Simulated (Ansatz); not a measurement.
Terminations of the (100) face of monoclinic ZrO2 against the chemical potential of O. Δμ(O) runs from -5.13 eV (Zr-rich) to 0 (O-rich), a span set by the bulk's formation energy; reservoirs: ½ O2(g), hcp Zr. Values are surface energies in J/m², without vibrational terms. Labels give the top and bottom planes; other terminations than these are not in the comparison.

Computed with PBE (plane waves to 420 eV, PAW; Ansatz, a first-principles code).

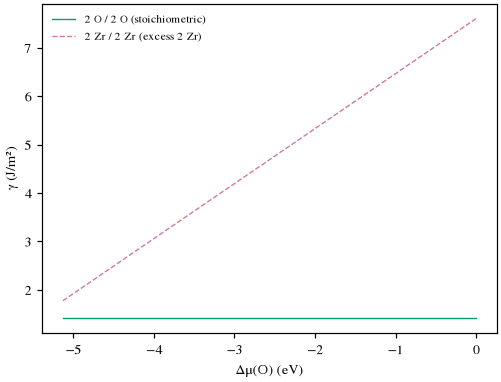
Surface energy of each termination

Task: Which termination is lowest at each limit, and at what surface energy?

Result: Zr-rich: 2 O / 2 O (stoichiometric), 1.41 J/m²; O-rich: 2 O / 2 O (stoichiometric), 1.41 J/m².
